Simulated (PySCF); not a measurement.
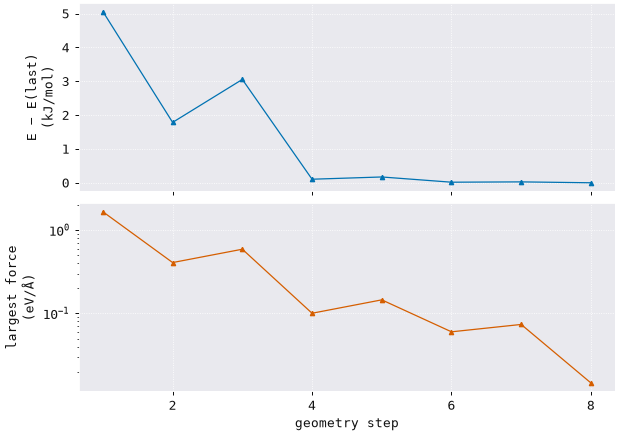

History of a geometry optimisation.

The run: C$_{5}$H$_{4}$O$_{3}$ (SMILES [O-][C](O)c1ccco1) (charge −1), multiplicity 2, by PBE0-D3(BJ)/def2-SVP, geometry optimisation in PySCF 2.14.0, density fitting.

### How did it end, and what did it gain?

The optimisation met its thresholds at geometry 8, counting the start as the first. The energy fell by about 5.1 kJ/mol from the first step to the last, with a rise at steps 3 and 5. The largest force goes from about 1.7 eV/Å at the start to 0.015 eV/Å at the end.

### By which step was nine tenths of the energy gained?

By step 4 of 8.
